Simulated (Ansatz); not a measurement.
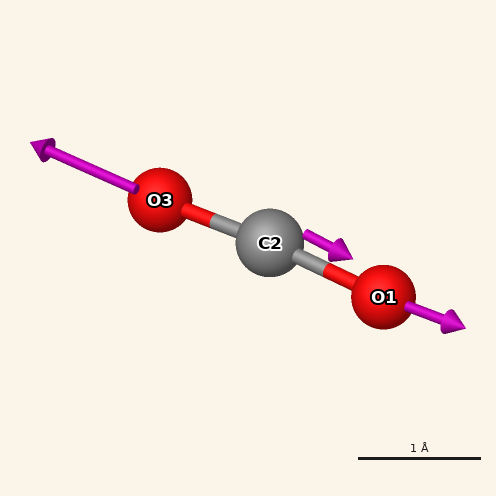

Arrows show the forces on the atoms, 0.3 Å of arrow for 1 eV/Å; forces under a tenth of the largest aren't drawn. The species has charge +1 and is a spin doublet. Level of theory: UHF/def2-SVP (Ansatz).

On which atom is the force largest, and how large is it?

On O3: 3.62 eV/Å.

Along which bond is the force strongest?

C2–O3, now 1.107 Å: the forces push its atoms apart, so a first step downhill lengthens it.

List the force components in the frame of the picture (x right, y up, z towards the viewer), in eV/Å.

```json
{"atom": "O1", "Fx": "1.61", "Fy": "−0.61", "Fz": "0.96"}
{"atom": "C2", "Fx": "1.31", "Fy": "−0.69", "Fz": "0.75"}
{"atom": "O3", "Fx": "−2.92", "Fy": "1.30", "Fz": "−1.71"}
```
